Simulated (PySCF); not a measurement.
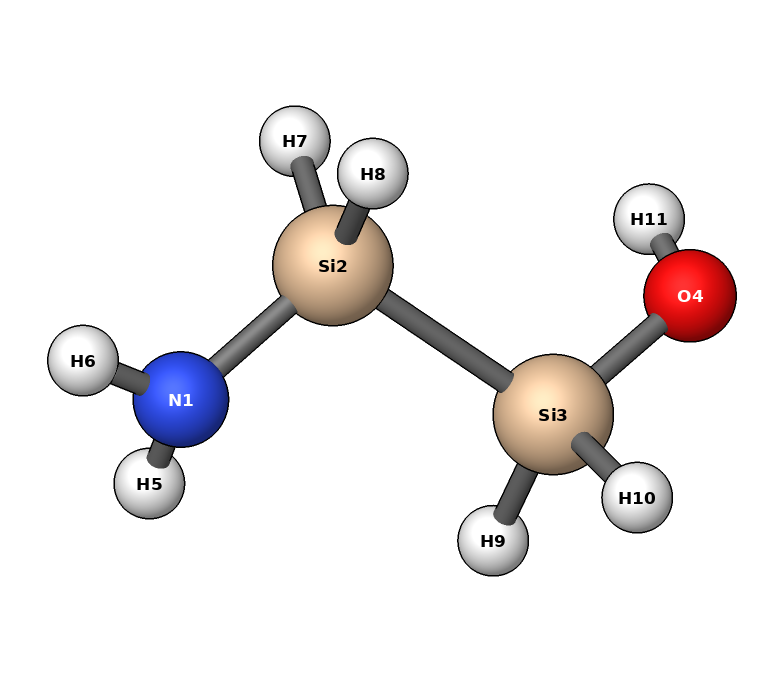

The geometry was computed by an optimisation with PBE0-D3(BJ)/def2-SVP. No frequency run is at hand to confirm it as a minimum. Level of theory: GIAO ωB97X-D/pcSseg-2 NMR shielding, non-relativistic, gas phase (PySCF 2.14.0). Principal shieldings σ11 ≤ σ22 ≤ σ33, span Ω = σ33 − σ11, skew κ = 3(σiso − σ22)/Ω.

Give the shielding tensors of the O atoms.

| atom | σ11 | σ22 | σ33 | σiso | Ω | κ |
| --- | --- | --- | --- | --- | --- | --- |
| O4 | 287.7 | 319.9 | 372.4 | 326.7 | 84.7 | 0.24 |

Shieldings and span in ppm.
